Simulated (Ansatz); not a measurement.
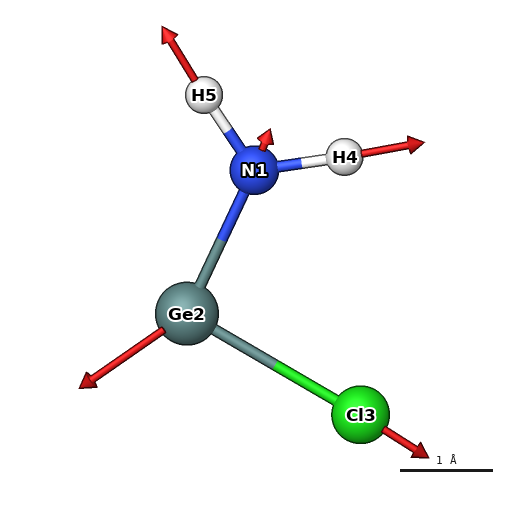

Arrows show the forces on the atoms, 2 Å of arrow for 1 eV/Å; forces under a tenth of the largest aren't drawn. Level of theory: PBE-D4/def2-TZVPP (Ansatz 0.2.0).

Q: On which atom is the force largest, and how large is it?

A: On Ge2: 0.59 eV/Å.

Q: Which bond do the forces act along most?

A: N1–Ge2, now 1.811 Å: the forces push its atoms apart, so a first step downhill lengthens it.

List the force components in the frame of the picture (x right, y up, z towards the viewer), in eV/Å.

```
atom     Fx     Fy     Fz
  N1   0.05   0.12   0.04
 Ge2  −0.47  −0.33  −0.13
 Cl3   0.26  −0.16  −0.02
  H4   0.35   0.06   0.05
  H5  −0.19   0.30   0.06
```
